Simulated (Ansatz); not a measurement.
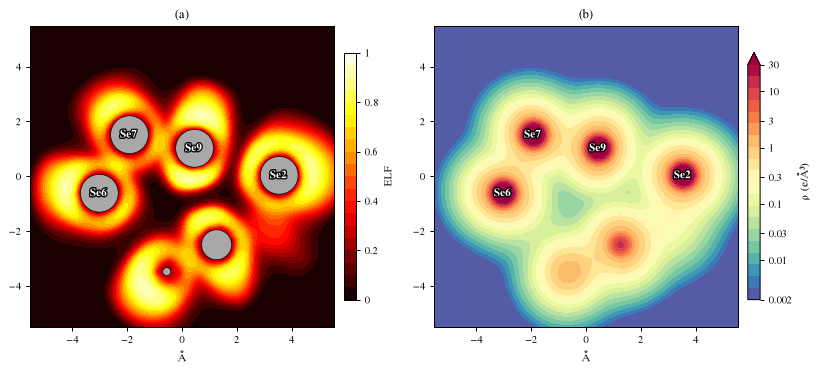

The picture shows: AsSe9 (charge −1). (a) electron localisation function; (b) total electron density on the plane of atoms Se6, Se7 and Se9. Grey discs cover the atomic cores in the ELF map.

Geometry: PBE-D4/def2-SVP.

The calculation used Ansatz 0.2.0, RKS PBE0-D4/def2-SVP.

```yaml
atoms:
  - { symbol: As, position_ang: [-2.2658, 1.7868, 0.3286] }
  - { symbol: Se, position_ang: [-2.9482, 0.1042, 1.6930] }
  - { symbol: Se, position_ang: [0.1988, 2.2204, 0.9385] }
  - { symbol: Se, position_ang: [-1.7783, 0.1847, -1.5366] }
  - { symbol: Se, position_ang: [0.0899, 0.8664, -2.7697] }
  - { symbol: Se, position_ang: [2.3986, -1.9523, -1.5825] }
  - { symbol: Se, position_ang: [1.9325, -2.5882, 0.6877] }
  - { symbol: Se, position_ang: [2.0195, 0.3917, -1.4526] }
  - { symbol: Se, position_ang: [-0.1501, -1.4802, 1.2533] }
  - { symbol: Se, position_ang: [0.5032, 0.4664, 2.4404] }
```

Read the bonding off the picture.

Answer.
- The section cuts through Se sites.
- Se–Se (2.43 Å): the density is about 0.58 e/Å³ at the midpoint; the ELF peaks at about 0.70 between the atoms.
- The ELF also peaks beside Se5, Se4, Se6, Se2, Se9 and Se7, away from the bonds: lone-pair regions.
